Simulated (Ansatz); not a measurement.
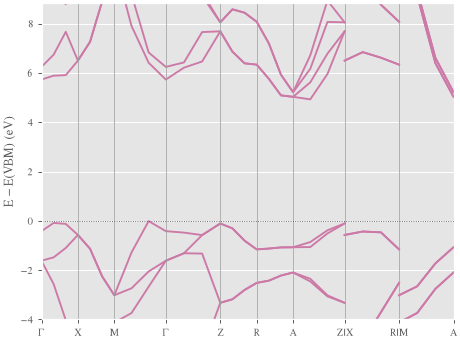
Band structure from HSE06 in the plane-wave PAW code Ansatz

The gap is 4.83 eV; an edge lies off the plotted path or next to a special point (maximum off the standard path, minimum on the A–Z line, 21 % of the way from A).

The material is MgH2 (rutile, space group No. 136).

Space group P4_2/mnm (rutile). The cell was relaxed with HSE06 under the symmetry of its start. The hybrid was solved on a coarse mesh, the path and, where they were found, the r²SCAN edge points; its band edges are the extreme levels among these.

Potentials: the later of the program's two PAW sets.
